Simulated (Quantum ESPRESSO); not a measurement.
# Osmium (P6_3/mmc): phonons by linear response, part 2 of 3

How does Osmium (P6_3/mmc) vibrate, and is this structure a minimum?

Quantum ESPRESSO 7.5; DFT PBE, scalar-relativistic, plane waves, GBRV ultrasoft pseudopotentials.

So far. Step 2 (A first look): No gap opens on this mesh, so smearing is kept; the start stands at 8.4 GPa. Step 4 (Self-consistent run for the response): The cell stands at 0.27 GPa, close enough for stiff modes, while soft ones can move. The relaxed cell has a = 2.752, c = 4.347 Å (conventional setting).

## 7. Phonons on a q mesh

Linear response treats each wavevector in the unit cell, with no supercell; the 3×3×2 mesh fixes the range of the force constants to be had. The change of the potential is kept for the electron-phonon matrix elements.

ph.in

```
phonons
 &inputph
    prefix='x',
    outdir='./tmp',
    fildyn='x.dyn',
    tr2_ph=1.0d-18,
    alpha_mix(1)=0.4,
    nmix_ph=8,
    ldisp=.true.,
    nq1=3,
    nq2=3,
    nq3=2,
    electron_phonon='interpolated',
    fildvscf='dvscf',
    el_ph_sigma=0.005,
    el_ph_nsigma=10,
 /
```

Launch:

```
$ OMP_NUM_THREADS=1 mpirun -n 4 ph.x -nk 4 -in ph.in > ph.out
```

Numbers of over 12 decimals in the logs are rounded to 6 here.

The log of the run:

```text
[banners, grids, parts of the stress and lines that vanish by symmetry left out]
[banner, memory and clock lines left out]
Program PHONON v.7.5

[...]
Exchange-correlation= PBE
                           (   1   4   3   4   0   0   0)
[...]
(   6 q-points):
[...]
kinetic-energy cut-off    =      40.0000  Ry
     charge density cut-off    =     240.0000  Ry
     convergence threshold     =      1.0E-18
[...]
Exchange-correlation= PBE
                           (   1   4   3   4   0   0   0)
[...]
q = (   0.0000000   0.0000000   0.0000000 )
     25 Sym.Ops. (with q -> -q+G )
     G cutoff =  164.4160  (  12059 G-vectors)     FFT grid: ( 25, 25, 48)
     G cutoff =  109.6107  (   6633 G-vectors)  smooth grid: ( 24, 24, 36)
     number of k points=   135  Marzari-Vanderbilt smearing, width (Ry)=  0.0200
[...]
Mode symmetry, D_6h(6/mmm) point group:
[...]
Representation #   1 mode #   1
[...]
End of self-consistent calculation
     Convergence has been achieved
     Representation #   2 modes #   2   3
[...]
End of self-consistent calculation
     Convergence has been achieved
     Representation #   3 mode #   4
[...]
End of self-consistent calculation
     Convergence has been achieved
     Representation #   4 modes #   5   6
[...]
End of self-consistent calculation
     Convergence has been achieved
[...]
q = (    0.000000000   0.000000000   0.000000000 )
[...]
freq (    1) =       0.019131 [THz] =       0.638153 [cm-1]
     freq (    2) =       0.029616 [THz] =       0.987872 [cm-1]
     freq (    3) =       0.029616 [THz] =       0.987872 [cm-1]
     freq (    4) =       4.876810 [THz] =     162.672870 [cm-1]
     freq (    5) =       4.876810 [THz] =     162.672870 [cm-1]
     freq (    6) =       6.518242 [THz] =     217.425161 [cm-1]
[...]
Mode symmetry, D_6h(6/mmm) point group:
     freq (   1-   1) =          0.6  [cm-1]   --> A_2u            I
     freq (   2-   3) =          1.0  [cm-1]   --> E_1u            I
     freq (   4-   5) =        162.7  [cm-1]   --> E_2g            R
     freq (   6-   6) =        217.4  [cm-1]   --> B_1g
[...]
lambda(    1)=  0.0000   gamma=    0.00 GHz
     lambda(    2)=  0.0000   gamma=    0.00 GHz
     lambda(    3)=  0.0000   gamma=    0.00 GHz
     lambda(    4)=  0.2111   gamma=   40.01 GHz
     lambda(    5)=  0.2107   gamma=   39.92 GHz
     lambda(    6)=  0.0439   gamma=   14.87 GHz
[...]
Representation #   1 modes #   1   2
[...]
Convergence has been achieved
     Representation #   2 modes #   3   4   5   6
[...]
Convergence has been achieved
[...]
q = (    0.000000000   0.000000000  -0.316571920 )
[...]
freq (    1) =       3.423375 [THz] =     114.191514 [cm-1]
     freq (    2) =       3.423375 [THz] =     114.191514 [cm-1]
     freq (    3) =       3.423375 [THz] =     114.191514 [cm-1]
     freq (    4) =       3.423375 [THz] =     114.191514 [cm-1]
     freq (    5) =       5.265832 [THz] =     175.649240 [cm-1]
     freq (    6) =       5.265832 [THz] =     175.649240 [cm-1]
[...]
lambda(    1)=  0.0396   gamma=    3.70 GHz
     lambda(    2)=  0.0396   gamma=    3.70 GHz
     lambda(    3)=  0.0394   gamma=    3.68 GHz
     lambda(    4)=  0.0394   gamma=    3.68 GHz
     lambda(    5)=  0.0267   gamma=    5.90 GHz
     lambda(    6)=  0.0267   gamma=    5.90 GHz
[...]
Mode symmetry, C_2v (mm2)  point group:
[...]
Representation #   1 mode #   1
[...]
Convergence has been achieved
     Representation #   2 mode #   2
[...]
Convergence has been achieved
[...]
Convergence has been achieved
[...]
Convergence has been achieved
[...]
Convergence has been achieved
[...]
Convergence has been achieved
[...]
q = (    0.000000000   0.384900179   0.000000000 )
[...]
freq (    1) =       3.433645 [THz] =     114.534082 [cm-1]
     freq (    2) =       3.958235 [THz] =     132.032506 [cm-1]
[...]
Mode symmetry, C_2v (mm2)  point group:
     freq (   1-   1) =        114.5  [cm-1]   --> B_1  D_3  S_3
     freq (   2-   2) =        132.0  [cm-1]   --> B_2  D_4  S_4
     freq (   3-   3) =        168.7  [cm-1]   --> B_2  D_4  S_4
     freq (   4-   4) =        182.8  [cm-1]   --> B_1  D_3  S_3
     freq (   5-   5) =        184.2  [cm-1]   --> A_1  D_1  S_1
     freq (   6-   6) =        194.5  [cm-1]   --> A_1  D_1  S_1
[...]
lambda(    1)=  0.0587   gamma=    5.52 GHz
     lambda(    2)=  0.0543   gamma=    6.77 GHz
[...]
Convergence has been achieved
[...]
Convergence has been achieved
[...]
Convergence has been achieved
[...]
q = (    0.000000000   0.384900179  -0.316571920 )
[...]
Mode symmetry, D_3h (-62m) point group:
[...]
Representation #   1 mode #   1
[...]
Convergence has been achieved
     Representation #   2 mode #   2
[...]
Convergence has been achieved
     Representation #   3 modes #   3   4
[...]
Convergence has been achieved
     Representation #   4 modes #   5   6
[...]
Convergence has been achieved
[...]
q = (    0.333333333   0.577350269   0.000000000 )
[...]
freq (    5) =       5.184516 [THz] =     172.936850 [cm-1]
     freq (    6) =       6.650561 [THz] =     221.838820 [cm-1]
[...]
Mode symmetry, D_3h (-62m) point group:
     freq (   1-   2) =        141.8  [cm-1]   --> E''
     freq (   3-   3) =        169.8  [cm-1]   --> A'_2
     freq (   4-   5) =        172.9  [cm-1]   --> E'
     freq (   6-   6) =        221.8  [cm-1]   --> A'_1
[...]
lambda(    5)=  0.0956   gamma=   20.48 GHz
     lambda(    6)=  0.0698   gamma=   24.61 GHz
[...]
Representation #   1 modes #   1   2
[...]
Convergence has been achieved
     Representation #   2 modes #   3   4
[...]
End of self-consistent calculation
     Convergence has been achieved
     Representation #   3 modes #   5   6
[...]
End of self-consistent calculation
     Convergence has been achieved
[...]
q = (    0.333333333   0.577350269  -0.316571920 )
[...]
freq (    1) =       4.403425 [THz] =     146.882437 [cm-1]
     freq (    2) =       4.403425 [THz] =     146.882437 [cm-1]
     freq (    3) =       5.828867 [THz] =     194.430064 [cm-1]
     freq (    4) =       5.828867 [THz] =     194.430064 [cm-1]
     freq (    5) =       5.873657 [THz] =     195.924111 [cm-1]
     freq (    6) =       5.873657 [THz] =     195.924111 [cm-1]
[...]
lambda(    1)=  0.0784   gamma=   12.11 GHz
     lambda(    2)=  0.0784   gamma=   12.11 GHz
     lambda(    3)=  0.0796   gamma=   21.54 GHz
     lambda(    4)=  0.0796   gamma=   21.55 GHz
     lambda(    5)=  0.0558   gamma=   15.34 GHz
     lambda(    6)=  0.0559   gamma=   15.37 GHz
[...]
1   0.333333333   0.577350269  -0.316571920
          2  -0.333333333  -0.577350269   0.316571920


[key lines of the parts left out:]
the Fermi energy is    25.8301 ev
```

It took 88 min on 4 MPI ranks of Arm Neoverse V1, shared host; 5.9 h of CPU time.

Read from the output:

```yaml
largest_acoustic_frequency_at_the_zone_centre_before_the_sum_rule: 0.99 cm⁻¹
highest_optical_zone_centre_mode_no_lo_to_term: 217.4 cm⁻¹
lowest_optical_zone_centre_mode: 162.7 cm⁻¹
lowest_mode_on_the_q_mesh_acoustic_ones_at_the_zone_centre_apart: 114.2 cm⁻¹
```

Frequencies (cm⁻¹) at each irreducible wavevector; negative means imaginary. Frequencies by wavevector:

```
     q (fractions)  star  mode 1  mode 2  mode 3  mode 4  mode 5  mode 6
             0 0 0     1    0.64    0.99    0.99   162.7   162.7   217.4
          0 0 -0.5     1   114.2   114.2   114.2   114.2   175.7   175.7
        0 0.3333 0     6   114.5     132   168.7   182.8   184.2   194.5
     0 0.3333 -0.5     6   135.4   135.4     156     156   213.9   213.9
   0.3333 0.3333 0     2   141.8   141.8   169.8   172.9   172.9   221.8
0.3333 0.3333 -0.5     2   146.9   146.9   194.4   194.4   195.9   195.9
```

Couplings of single modes at a Gaussian broadening of 0.02 Ry, as ph.x prints them; it sets λ to zero for modes under 20 cm⁻¹. Mode couplings:

| q (fractions) | mode | frequency (cm⁻¹) | λ | linewidth γ (GHz) |
| --- | --- | --- | --- | --- |
| 0 0 -0.5 | 1 | 114.2 | 0.0396 | 3.7 |
| 0 0 -0.5 | 2 | 114.2 | 0.0396 | 3.7 |
| 0 0 -0.5 | 3 | 114.2 | 0.0394 | 3.68 |
| 0 0 -0.5 | 4 | 114.2 | 0.0394 | 3.68 |
| 0 0 -0.5 | 5 | 175.7 | 0.0267 | 5.9 |
| 0 0 -0.5 | 6 | 175.7 | 0.0267 | 5.9 |
| 0 0.3333 0 | 1 | 114.5 | 0.0587 | 5.52 |
| 0 0.3333 0 | 2 | 132 | 0.0543 | 6.77 |
| 0 0.3333 0 | 3 | 168.7 | 0.1689 | 34.42 |
| 0 0.3333 0 | 4 | 182.8 | 0.0346 | 8.28 |
| 0 0.3333 0 | 5 | 184.2 | 0.06 | 14.57 |
| 0 0.3333 0 | 6 | 194.5 | 0.1115 | 30.2 |
| 0 0.3333 -0.5 | 1 | 135.4 | 0.0884 | 11.61 |
| 0 0.3333 -0.5 | 2 | 135.4 | 0.0894 | 11.74 |
| 0 0.3333 -0.5 | 3 | 156 | 0.0419 | 7.3 |
| 0 0.3333 -0.5 | 4 | 156 | 0.0415 | 7.23 |
| 0 0.3333 -0.5 | 5 | 213.9 | 0.0424 | 13.91 |
| 0 0.3333 -0.5 | 6 | 213.9 | 0.0427 | 14 |
| 0.3333 0.3333 0 | 1 | 141.8 | 0.1945 | 27.99 |
| 0.3333 0.3333 0 | 2 | 141.8 | 0.1942 | 27.96 |
| 0.3333 0.3333 0 | 3 | 169.8 | 0.0656 | 13.53 |
| 0.3333 0.3333 0 | 4 | 172.9 | 0.0997 | 21.36 |
| 0.3333 0.3333 0 | 5 | 172.9 | 0.0956 | 20.48 |
| 0.3333 0.3333 0 | 6 | 221.8 | 0.0698 | 24.61 |
| 0.3333 0.3333 -0.5 | 1 | 146.9 | 0.0784 | 12.11 |
| 0.3333 0.3333 -0.5 | 2 | 146.9 | 0.0784 | 12.11 |
| 0.3333 0.3333 -0.5 | 3 | 194.4 | 0.0796 | 21.54 |
| 0.3333 0.3333 -0.5 | 4 | 194.4 | 0.0796 | 21.55 |
| 0.3333 0.3333 -0.5 | 5 | 195.9 | 0.0558 | 15.34 |
| 0.3333 0.3333 -0.5 | 6 | 195.9 | 0.0559 | 15.37 |

The acoustic modes at Γ come out as far as 1.0 cm⁻¹ from zero, where they should vanish, a small numerical error.

## 8. Fourier transform to real space

The dynamical matrices of the mesh are Fourier-transformed to force constants in real space.

q2r.in

```
 &input
    fildyn='x.dyn',
    zasr='crystal',
    flfrc='x.fc',
    la2F=.true.,
 /
```

Launch:

```
$ q2r.x < q2r.in > q2r.out
```

The log of the run:

```text
[banners, grids, parts of the stress and lines that vanish by symmetry left out]
[banner, memory and clock lines left out]
Program Q2R v.7.5

  reading grid info from file x.dyn0

  reading force constants from file x.dyn1
  Dielectric Tensor not found
  nqs=            1
 q=   0.00000000  0.00000000  0.00000000
  reading force constants from file x.dyn2
  nqs=            1
 q=   0.00000000  0.00000000 -0.31657192
  reading force constants from file x.dyn3
  nqs=            6
[...]
reading force constants from file x.dyn4
  nqs=            6
[...]
reading force constants from file x.dyn5
  nqs=            2
[...]
reading force constants from file x.dyn6
  nqs=            2
 q=   0.33333333  0.57735027 -0.31657192
 q=  -0.33333333 -0.57735027  0.31657192

      q-space grid ok, #points =   18

      fft-check success (sum of imaginary terms < 10^-12)

   Preparing gamma for a2F

 Broadening =      0.005
      q-space grid ok, #points =   18

      fft-check success (sum of imaginary terms < 10^-12)

 Broadening =      0.010
[...]
Broadening =      0.045
      q-space grid ok, #points =   18

      fft-check success (sum of imaginary terms < 10^-12)

 Broadening =      0.050
      q-space grid ok, #points =   18

      fft-check success (sum of imaginary terms < 10^-12)
```

The job ended after 0.48 s (1 thread).

## 9. Dispersion

From the force constants any wavevector is cheap; points of the mesh come back as solved, but for the sum rule and, in polar crystals, the LO-TO term at Γ; the rest is interpolation.

matdyn.in

```
 &input
    asr='crystal',
    flfrc='x.fc',
    flfrq='x.freq',
    flvec='x.modes',
    q_in_band_form=.true.,
    q_in_cryst_coord=.true.,
 /
12
  0.0000000   0.0000000   0.0000000  12  ! GAMMA
  0.5000000  -0.0000000   0.0000000  12  ! M
  0.3333333   0.3333333   0.0000000  12  ! K
  0.0000000   0.0000000   0.0000000  12  ! GAMMA
  0.0000000   0.0000000   0.5000000  12  ! A
  0.5000000  -0.0000000   0.5000000  12  ! L
  0.3333333   0.3333333   0.5000000  12  ! H
  0.0000000   0.0000000   0.5000000   1  ! A
  0.5000000  -0.0000000   0.5000000  12  ! L
  0.5000000  -0.0000000   0.0000000   1  ! M
  0.3333333   0.3333333   0.5000000  12  ! H
  0.3333333   0.3333333   0.0000000   1  ! K
```

Launch:

```
$ matdyn.x -in matdyn.in > matdyn.out
```

The log of the run:

```text
[banner, memory and clock lines left out]
Program MATDYN v.7.5

 mass for atomic type   1 not given; uses mass from file x.fc
 Norm of the difference between old and new effective charges:    0.000000

 Norm of the difference between old and new force-constants:   4.88276e-06

     Message from routine matdyn:
     Z* not found in file x.fc, TO-LO splitting at q=0 will be absent!
     Message from routine matdyn:
     Z* not found in file x.fc, TO-LO splitting at q=0 will be absent!

Note: The following floating-point exceptions are signalling: IEEE_UNDERFLOW_FLAG
```

It took 0.47 s on 1 thread.

Read from the output:

* lowest frequency on the path: 0 cm⁻¹
* mean frequency: 163.1 cm⁻¹
* Debye temperature (second moment): 310 K
* logarithmic mean frequency: 158.5 cm⁻¹

Matdyn.x, sum rule crystal. The phonon branches at the labelled points (cm⁻¹):

| point | branch 1 | branch 2 | branch 3 | branch 4 | branch 5 | branch 6 |
| --- | --- | --- | --- | --- | --- | --- |
| Γ | 0 | 0 | 0 | 163 | 163 | 217 |
| M | 129 | 144 | 152 | 186 | 204 | 208 |
| K | 142 | 142 | 170 | 173 | 173 | 222 |
| Γ | 0 | 0 | 0 | 163 | 163 | 217 |
| A | 114 | 114 | 114 | 114 | 176 | 176 |
| L | 145 | 145 | 163 | 163 | 222 | 222 |
| H | 147 | 147 | 194 | 194 | 196 | 196 |
| A | 114 | 114 | 114 | 114 | 176 | 176 |
| jump to L | 145 | 145 | 163 | 163 | 222 | 222 |
| M | 129 | 144 | 152 | 186 | 204 | 208 |
| jump to H | 147 | 147 | 194 | 194 | 196 | 196 |
| K | 142 | 142 | 170 | 173 | 173 | 222 |

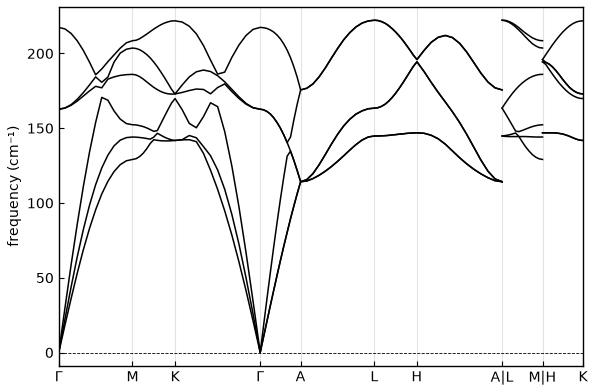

Phonon branches along the path.

Lowest modes at the softest wavevector of the mesh; phase exp(i q.(R + tau)). Modes at q = (0.000, 0.000, 0.500):

| mode | frequency (cm⁻¹) |
| --- | --- |
| 1 | 114.2 |
| 2 | 114.2 |
| 3 | 114.2 |
| 4 | 114.2 |
| 5 | 175.6 |
| 6 | 175.6 |

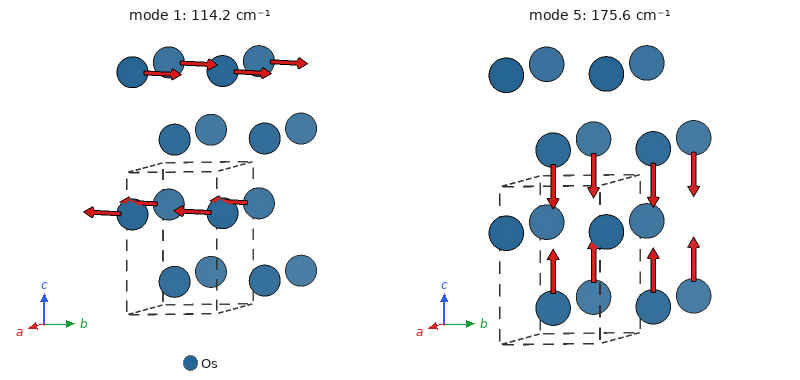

Displacement patterns of modes 1 and 5 at q = (0.000, 0.000, 0.500); arrows are exaggerated. 2×2×2 cells are drawn.

Force constants by pair (phonopy on the run's constants); pairs near half the supercell's span include their periodic images. Pair force constants, by row:

```
atom  neighbour  distance (Å)  third of the trace (eV/Å²)  along the pair's line (eV/Å²)
 Os1     itself             0                       19.48                              –
 Os1         Os         2.692                      -1.415                         -3.876
 Os1         Os         2.752                      -1.033                         -2.997
 Os1         Os          3.85                     -0.2901                         -1.368
 Os1         Os         4.347                     -0.8091                         -2.468
 Os1         Os         4.732                     -0.2425                        -0.3457
 Os1         Os         4.767                     -0.4007                        -0.6211
 Os1         Os         5.145                      0.0247                         0.0598
 Os1         Os         6.451                     -0.0678                        -0.1329
 Os2     itself             0                       19.48                              –
 Os2         Os         2.692                      -1.415                         -3.876
 Os2         Os         2.752                      -1.033                         -2.997
 Os2         Os          3.85                     -0.2901                         -1.368
 Os2         Os         4.347                     -0.8091                         -2.468
 Os2         Os         4.732                     -0.2425                        -0.3457
 Os2         Os         4.767                     -0.4007                        -0.6211
 Os2         Os         5.145                      0.0247                         0.0598
 Os2         Os         6.451                     -0.0678                        -0.1329
```

Harmonic mean-square displacement, third of the trace. Mean-square displacements:

```
T (K)  Os1 U_eq (Å²)  Os2 U_eq (Å²)
    0        5.80e-4        5.80e-4
  100        7.90e-4        7.90e-4
  300        0.00186        0.00186
  600        0.00361        0.00361
```

Mode patterns, pair constants, displacements and means over the zone were worked out by phonopy from the force constants of q2r.x.

All branches are real along the path.

## 10. Density of states

Sums over the zone need many more wavevectors than were solved, so the interpolation is sampled on a dense mesh.

matdyn.in

```
 &input
    asr='crystal',
    flfrc='x.fc',
    dos=.true.,
    fldos='x.dos',
    nk1=19,
    nk2=19,
    nk3=10,
    deltaE=0.3,
    la2F=.true.,
 /
```

Launch:

```
$ matdyn.x -in matdyn.in > matdyn.out
```

The log of the run:

```text
[banner, memory and clock lines left out]
Program MATDYN v.7.5

 mass for atomic type   1 not given; uses mass from file x.fc
 Norm of the difference between old and new effective charges:    0.000000

 Norm of the difference between old and new force-constants:   4.88276e-06

     Message from routine matdyn:
     Z* not found in file x.fc, TO-LO splitting at q=0 will be absent!
 Norm of the difference between old and new effective charges:    0.000000

 Norm of the difference between old and new force-constants:   1.55196e-06

 Norm of the difference between old and new effective charges:    0.000000

 Norm of the difference between old and new force-constants:   2.20315e-05

 Norm of the difference between old and new effective charges:    0.000000

 Norm of the difference between old and new force-constants:   3.46167e-05

 Norm of the difference between old and new effective charges:    0.000000

 Norm of the difference between old and new force-constants:   5.31819e-05

 Norm of the difference between old and new effective charges:    0.000000

 Norm of the difference between old and new force-constants:   8.23237e-05

 Norm of the difference between old and new effective charges:    0.000000

 Norm of the difference between old and new force-constants:   0.000124702

 Norm of the difference between old and new effective charges:    0.000000

 Norm of the difference between old and new force-constants:   0.000189637

 Norm of the difference between old and new effective charges:    0.000000

 Norm of the difference between old and new force-constants:   0.000280533

 Norm of the difference between old and new effective charges:    0.000000

 Norm of the difference between old and new force-constants:   0.000392289

 Norm of the difference between old and new effective charges:    0.000000

 Norm of the difference between old and new force-constants:   0.000522969

Note: The following floating-point exceptions are signalling: IEEE_UNDERFLOW_FLAG
```

The job ended after 37 s (1 thread).

Read from the output:

- share of modes beyond 3i cm⁻¹ on the dense interpolated mesh: 0
- zero-point energy per atom: 30.32 meV
- heat capacity at 300 K: 23.66 J/(mol atoms K)
- vibrational entropy at 300 K: 32.43 J/(mol atoms K)

The phonon density of states has structure finer than the step of the table below, so its rows give means over 10 cm⁻¹, whole bins alone (the curve runs from 0 to 222 cm⁻¹). Peaks (cm⁻¹: height): 145.2: 0.185, 151.2: 0.0751, 180.0: 0.0883, 211.2: 0.0877.

Tetrahedra. The phonon density of states by wavenumber; means over each step:

```csv
wavenumber (cm⁻¹),phonon density of states (1/cm⁻¹/cell)
10,3.7e-5
20,1.4e-4
30,5.0e-4
40,9.6e-4
50,0.00161
60,0.00248
70,0.00362
80,0.00519
90,0.00728
100,0.0103
110,0.0151
120,0.0225
130,0.0375
140,0.0921
150,0.0715
160,0.0453
170,0.0448
180,0.0631
190,0.0281
200,0.0509
210,0.0747
```

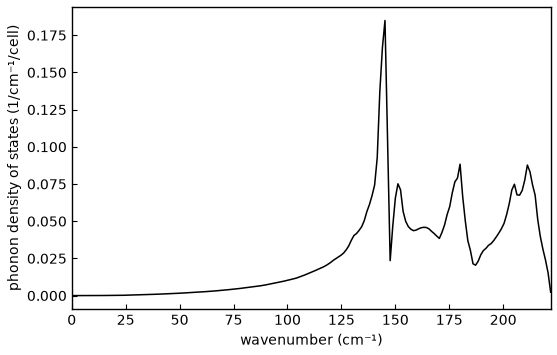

Phonon density of states against wavenumber.

Harmonic thermodynamic functions per atom, summed over the density of states scaled to three modes an atom; melting is ignored. Thermodynamic functions:

```csv
T (K),F_vib (meV/atom),S (J/mol-atom/K),C_V (J/mol-atom/K)
0,30.32,0,0
50,30.1,1.923,5.819
100,27.21,9.523,16.05
200,9.86,23.1,22.18
300,-19.19,32.43,23.66
400,-56.53,39.32,24.21
500,-100.2,44.76,24.47
600,-149,49.23,24.61
700,-202,53.03,24.7
800,-258.7,56.34,24.76
900,-318.7,59.25,24.8
1000,-381.4,61.87,24.82
```

At 300 K the heat capacity has reached 95 % of the Dulong-Petit value.

[end of part 2 of 3]

[Host names and launcher messages were left out of these logs when they were recorded.]

[Logs are printed without paths, hosts, clocks, repeated set-up lines and the standing remarks that a program may print on its own settings, such as how far it seeks lower states.]

[Hosts, paths, dates, database ids (printed as entryN), source tags and the programs' standing remarks are cut or masked in the printed files.]
